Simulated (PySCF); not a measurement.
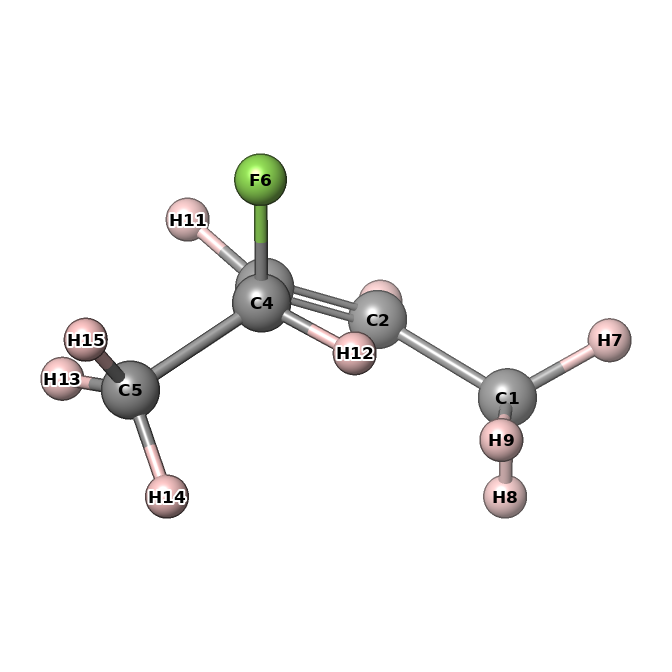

C3 lies behind C4. The molecule seen nearly along the C4–C3 bond, C4 in front. Depth is shown by fading: the farther an atom, the more it takes the colour of the background. Geometry: a frame of a GFN2-xTB molecular-dynamics simulation, not a minimum.

What is the torsion angle F6–C4–C3–C2? The sign is positive where the front bond must turn clockwise to cover the back bond.

Answer. 109°, anticlinal.
